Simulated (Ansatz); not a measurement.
## Electronic structure of CH$_{3}$Cl$_{3}$GeS (SMILES C[S][Ge]([Cl])([Cl])[Cl]) in real space

The calculation's input:

```
crystal:
  periodic: [false, false, false]
  atoms:
    - {symbol: C, position_ang: [-0.071656, -1.339842, 0.890086]}
    - {symbol: S, position_ang: [1.265194, -0.638669, -0.119435]}
    - {symbol: Ge, position_ang: [0.233516, 1.142432, -0.833220]}
    - {symbol: Cl, position_ang: [-1.533021, 0.659664, -1.934122]}
    - {symbol: Cl, position_ang: [1.554371, 2.236585, -2.084715]}
    - {symbol: Cl, position_ang: [-0.406361, 2.396660, 0.774032]}
    - {symbol: H, position_ang: [-0.347113, -0.664011, 1.698371]}
    - {symbol: H, position_ang: [-0.939408, -1.580592, 0.277725]}
    - {symbol: H, position_ang: [0.332979, -2.258530, 1.314179]}
basis:
  gaussian: {orbitals: def2-TZVPP}
hamiltonian: {xc: pbe0, dispersion: d4}
output: {orbitals: {seedname: orbitals}}
```

Launched as:

```sh
ansatz run in.yaml --threads 4 --pin off --events-out ev --progress --plain --max-ram 11315MiB
```

Geometry: PBE0-D4/def2-TZVP.

Method: Ansatz, RKS PBE0-D4/def2-TZVPP.

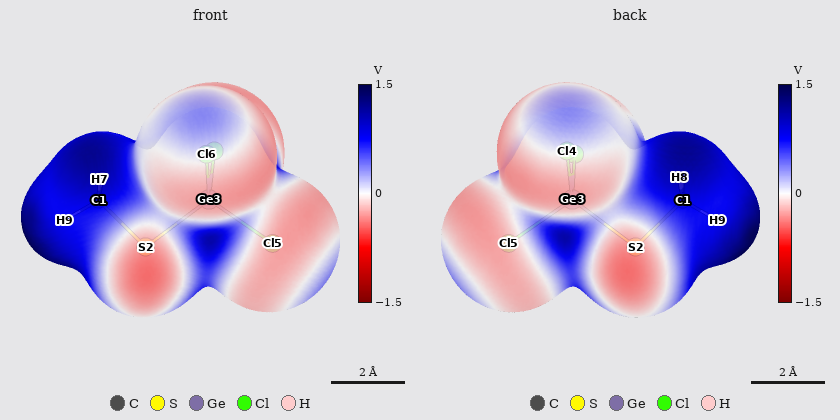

Figure 1. The electrostatic potential painted on the density surface at 0.002 e/bohr³, seen from the front and from behind; the colour scale runs from red (negative) to blue (positive).

Which sites attract a positive test charge, and which a negative one?

A positive charge is drawn to the negative regions and a negative charge to the positive ones. The most negative region (about −0.4 V, or −9 kcal/mol for a unit charge) lies over S2, the most positive (about +1.4 V, or +32 kcal/mol for a unit charge) over H9. Cl4 shows a σ-hole: about +0.3 V, or +7 kcal/mol for a unit charge at the tip opposite its bond, against about −0.1 V on its flanks. Cl5 shows a σ-hole: about +0.4 V, or +9 kcal/mol for a unit charge at the tip opposite its bond, against about −0.2 V on its flanks. Cl6 shows a σ-hole: about +0.3 V, or +7 kcal/mol for a unit charge at the tip opposite its bond, against about −0.1 V on its flanks.

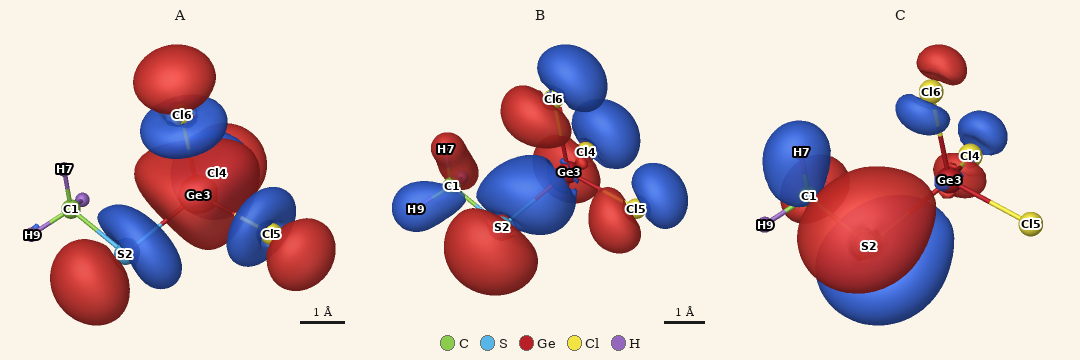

Figure 2. Three frontier orbitals at ±0.08 Å⁻³ᐟ² (blue and red are the two phases), in no order.

Order the three orbitals by energy and name them.

B is the HOMO−1 (−9.16 eV). Its weight (Hirshfeld) is mainly on S2 (about 40 %), Cl4 (about 15 %), Cl6 (about 15 %), Ge3 (about 10 %) and Cl5 (about 10 %); largely a combination of lone pairs on S2, Cl4, Cl6 and Cl5. C is the HOMO (−7.76 eV). By Hirshfeld shares it lies mainly on S2 (about 75 %), Ge3 (about 5 %) and C1 (about 5 %); largely a lone pair of S2. A is the LUMO (−1.78 eV). By Hirshfeld shares it lies mainly on Ge3 (about 30 %), S2 (about 20 %), Cl4 (about 20 %), Cl6 (about 20 %) and Cl5 (about 15 %).

What is the HOMO–LUMO gap?

5.98 eV between the orbital energies.

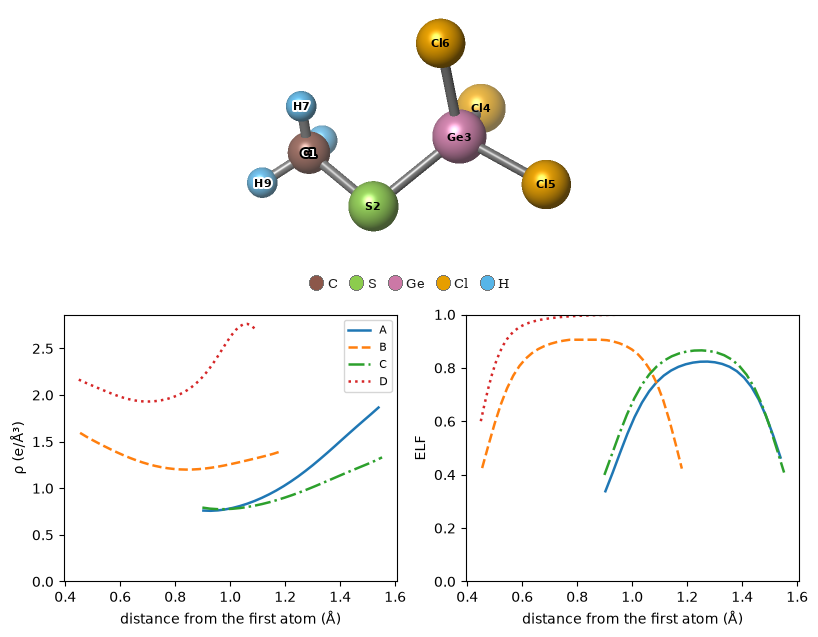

Figure 3. Electron density and electron localisation function along straight lines between neighbouring atoms. The curves leave out the atomic cores. The structure is drawn too.

Which curve belongs to which contact (C–H, C–S, Ge–Cl and Ge–S)? The first atom named is at distance zero.

Curve A: Ge–Cl (2.12 Å): ρ is about 0.83 e/Å³ halfway; the ELF peaks at about 0.80 in the valence shell of Cl, 0.8 Å from its nucleus, and is about 0.70 at the midpoint. Curve B: C–S (1.82 Å): ρ at the midpoint is about 1.2 e/Å³; the ELF peaks at about 0.90 between the atoms: a covalent bond. Curve C: Ge–S (2.18 Å): ρ is about 0.81 e/Å³ halfway; the ELF peaks at about 0.85 in the valence shell of S, 0.9 Å from its nucleus, and is about 0.80 at the midpoint. Curve D: C–H (1.09 Å): ρ at the midpoint is about 2 e/Å³; the ELF climbs to about 1 towards the hydrogen, as it does in any bond to H: a covalent bond by its length.
